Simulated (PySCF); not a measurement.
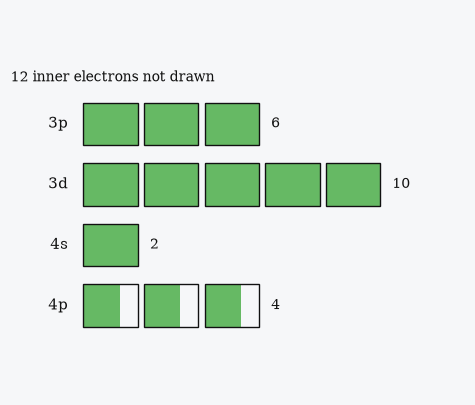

**Figure 1.** The outer shells of the nominal configuration: a box for each of the 2l + 1 orbitals, shaded by the share of the shell that is filled, with the electron count at the right.

## Atomic calculation, with input and output: Br⁺

- system: Br⁺, configuration 1s2 2s2 2p6 3s2 3p6 3d10 4s2 4p4, multiplicity 3.
- method: unrestricted B3LYP, x2c-SVPall, spin-free X2C-1e, Gaussian nucleus (PySCF)

Input file:
```python
from pyscf import gto, scf, dft, mp, cc
import basis_set_exchange as bse
mol = gto.M(atom="Br 0 0 0", charge=1, spin=2, symmetry="D2h",
            basis=gto.basis.parse(bse.get_basis("x2c-SVPall", elements=["Br"], fmt="nwchem", header=False)),
            nucmod="G")
mf = dft.UKS(mol, xc="B3LYP").sfx2c1e()
mf.irrep_nelec = {'Ag': (6, 6), 'B1g': (1, 1), 'B2g': (1, 1), 'B3g': (1, 1), 'B1u': (3, 2), 'B2u': (3, 3), 'B3u': (3, 2)}
mf.kernel()
```

The script is an equivalent of what the driver set up; the driver computed the properties (radii, ⟨L²⟩, response) afterwards. It also set what the script leaves out: max_cycle = 2, guess = 1e. It held the occupations shell by shell, which the script's counts by irreducible representation don't always enforce.

Hardware: 1 thread of Arm Neoverse N1, 40 GiB of memory available, shared host.

The run was one of a batch that the task file lists, launched with:
```bash
OMP_NUM_THREADS=1 python <driver script> TASK.json OUT
```

Log (extracts):
```
damping factor = 0
level_shift factor = 0
DIIS = <class 'pyscf.scf.diis.CDIIS'>
diis_start_cycle = 1
diis_space = 10
diis_damp = 0
SCF conv_tol = 1e-09
SCF conv_tol_grad = None
number electrons alpha = 18  beta = 16
irrep_nelec {'Ag': (6, 6), 'B1g': (1, 1), 'B2g': (1, 1), 'B3g': (1, 1), 'B1u': (3, 2), 'B2u': (3, 3), 'B3u': (3, 2)}
XC functionals = B3LYP
    P. J. Stephens, F. J. Devlin, C. F. Chabalowski, and M. J. Frisch.,  J. Phys. Chem. 98, 11623 (1994)
alpha HOMO (B2u) = -0.228993033768435  LUMO (Ag) = 0.457842230753291

WARN: HOMO -0.210513739326079 >= LUMO -0.224353583395426

cycle= 1 E= -2587.17224895437  delta_E= -3.96  |g|= 12.7  |ddm|= 7.45
alpha HOMO (B2u) = -1.68814505476357  LUMO (Ag) = -0.814132427005664
  HOMO = -1.66233226933  LUMO = -1.63283742791  gap/eV = 0.80260
cycle= 2 E= -2600.64939954389  delta_E= -13.5  |g|= 5.12  |ddm|= 6.81
SCF not converged.
SCF energy = -2600.64939954389 after 2 cycles  <S^2> = 2.0003328  2S+1 = 3.0002219
```

Outcome:

| quantity | value |
| --- | --- |
| outcome | not converged |
| total energy | −2600.6494 hartree |
| ⟨S²⟩ | 2.000 |
| ⟨L²⟩ | 2.00 |
| SCF iterations | 2 |

Diagnosis:

One thing in this input was made wrong on purpose: too few SCF iterations. The run did not meet its convergence test in 2 iterations, so its last values are not results.
